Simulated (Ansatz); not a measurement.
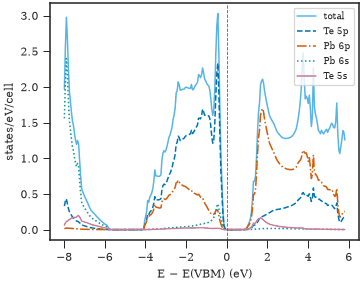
Figure. Total and projected density of states of TePb (rock salt, Fm-3m), the program Ansatz at the PBE level (PAW)

**Question.** Which orbitals carry the states next to the gap?

**Answer.** Top 1 eV of the valence band: Te 5p 77 %, Pb 6p 11 %, Pb 6s 9 %. Bottom 1 eV of the conduction band: Pb 6p 78 %, Te 5s 9 %, Te 5p 9 %. Projections are on Löwdin-orthogonalised atomic valence shells; empty p or d shells of many metals are not among them.

**Question.** Where is the tallest occupied peak in this window, and what makes it?

**Answer.** Near -0.4 eV, about 3.0 states/eV per cell; the largest projected share is Te 5p.

Symmetry was held in the PBE relaxation; of distortions, only those at the zone centre were tested. Scalar-relativistic: spin–orbit coupling is off unless named, which matters more the heavier the elements.

Potentials: the later of the program's two PAW sets.
